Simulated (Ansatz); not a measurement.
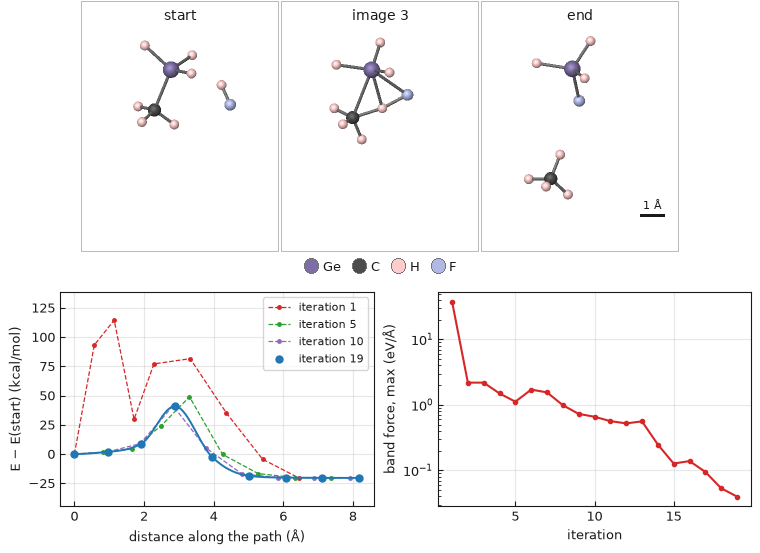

A nudged-elastic-band calculation for CH7FGe. Images are numbered from 0 (start) to 8 (end). The plot follows the band through its iterations. A ball-and-stick model, seen at a tilt.

The calculation used RKS B3LYP/def2-SVP in Ansatz 0.2.0. Settings: 7 movable images; climbing image; force threshold 0.05 eV/Å; iteration limit 60; starting path through a guess of the saddle point.

**Did the band converge, and can the barrier be trusted?**

The result is final at these settings. The band converged in 19 iterations. The largest component of the band force went from 38 to 0.04 eV/Å. The climbing image converged on the top of the path. Its vibrational analysis gives one imaginary mode (1159i cm⁻¹), as a transition state must have. The first iteration put the highest image at 114.4 kcal/mol. Forward barrier 40.9 kcal/mol, backward barrier 61.3 kcal/mol, with image 3 at the top; the reaction energy is −20.4 kcal/mol.

The run took 4.2 min on 2 threads of Arm Neoverse V2 (shared host), peak memory 0.21 GiB.
